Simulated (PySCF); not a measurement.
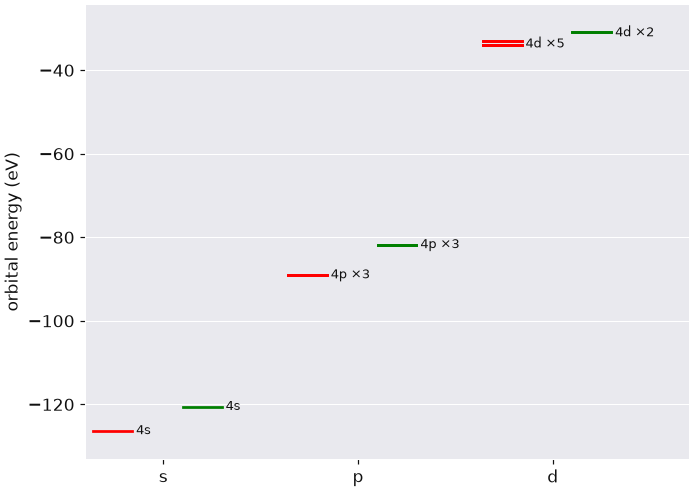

**Figure 1.** Orbital energies of the mean field, from the top down to −126.3 eV, by angular momentum, α spin at the left of each column and β at the right; ×n counts the orbitals under one label. The highest filled orbital is 4d β at −30.9 eV, the lowest empty one s α at −14.7 eV.

## Run report: Rh²⁺, atomic calculation

System: Rh²⁺, configuration 1s2 2s2 2p6 3s2 3p6 3d10 4s2 4p6 4d7, multiplicity 4.
Method: unrestricted HF, def2-TZVP with ECP28, scalar-relativistic core potential (PySCF).

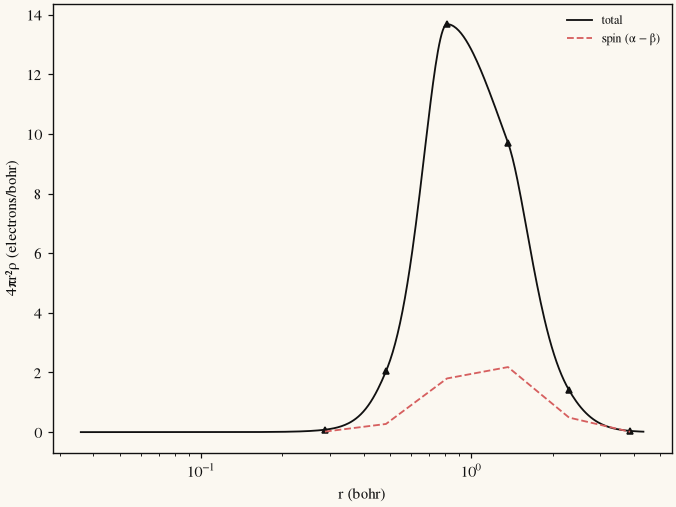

**Figure 2.** Spherically averaged radial density 4πr²ρ of the mean field (valence electrons alone, under a core potential) and its spin part; markers are the stored points, which are sparse, and the line is a monotone interpolation between them. The largest stored value is 13.7 electrons/bohr at r = 0.81 bohr. Root-mean-square radii of the shells: 4s 1.05, 4p 1.16, 4d 1.55 bohr.

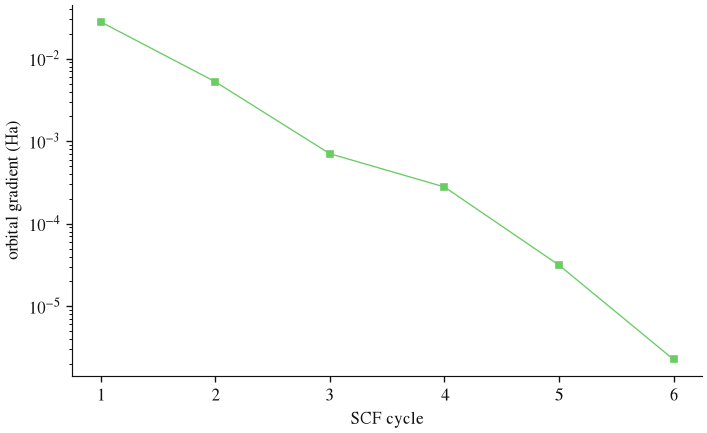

**Figure 3.** Convergence: orbital gradient against the SCF cycle. The residual falls at every step. It goes from 0.028 to 2.3×10⁻⁶ in 6 steps.

Input and output of the run follow.

**Input file**
```python
from pyscf import gto, scf, dft, mp, cc
import basis_set_exchange as bse
txt = bse.get_basis("def2-TZVP", elements=["Rh"], fmt="nwchem", header=False)
cut = txt.index("\nECP")
mol = gto.M(atom="Rh 0 0 0", charge=2, spin=3, symmetry="D2h",
            basis=gto.basis.parse(txt[:cut]),
            ecp={"Rh": gto.basis.parse_ecp(txt[cut:])})
mf = scf.UHF(mol)
mf.irrep_nelec = {'Ag': (3, 2), 'B1g': (1, 1), 'B2g': (1, 0), 'B3g': (1, 0), 'B1u': (1, 1), 'B2u': (1, 1), 'B3u': (1, 1)}
mf.kernel()
```

The script is an equivalent of what the driver set up; the driver started from orbitals of its own, so the log can be shorter than this script's would be, and it computed the properties (radii, ⟨L²⟩, response) afterwards. It held the occupations shell by shell, which the script's counts by irreducible representation don't always enforce.

Launched within a batch (the task file carries these settings):
```bash
OMP_NUM_THREADS=1 python <driver script> TASK.json OUT
```

**Log (extracts)**
```
damping factor = 0
level_shift factor = 0
DIIS = <class 'pyscf.scf.diis.CDIIS'>
diis_start_cycle = 1
diis_space = 10
diis_damp = 0
SCF conv_tol = 1e-09
SCF conv_tol_grad = None
number electrons alpha = 9  beta = 6
cycle= 1 E= -108.916560500642  delta_E= -0.00693  |g|= 0.028  |ddm|= 0.0445
cycle= 2 E= -108.916761067217  delta_E= -0.000201  |g|= 0.00526  |ddm|= 0.00801
cycle= 3 E= -108.916770618407  delta_E= -9.55e-06  |g|= 0.000706  |ddm|= 0.00264
cycle= 4 E= -108.916770980126  delta_E= -3.62e-07  |g|= 0.000279  |ddm|= 0.000626
cycle= 5 E= -108.916771038399  delta_E= -5.83e-08  |g|= 3.15e-05  |ddm|= 0.000331
cycle= 6 E= -108.916771038845  delta_E= -4.47e-10  |g|= 2.26e-06  |ddm|= 3.76e-05
converged SCF energy = -108.916771038845  <S^2> = 3.7535516  2S+1 = 4.0017754
```

**Summary**

- outcome: converged
- total energy (valence electrons, under a core potential): −108.916771 hartree
- ⟨S²⟩: 3.754
- ⟨L²⟩: 12.04
- SCF iterations: 6
- hardware: 1 thread of Arm Neoverse V1, 23 GiB of memory available, shared host
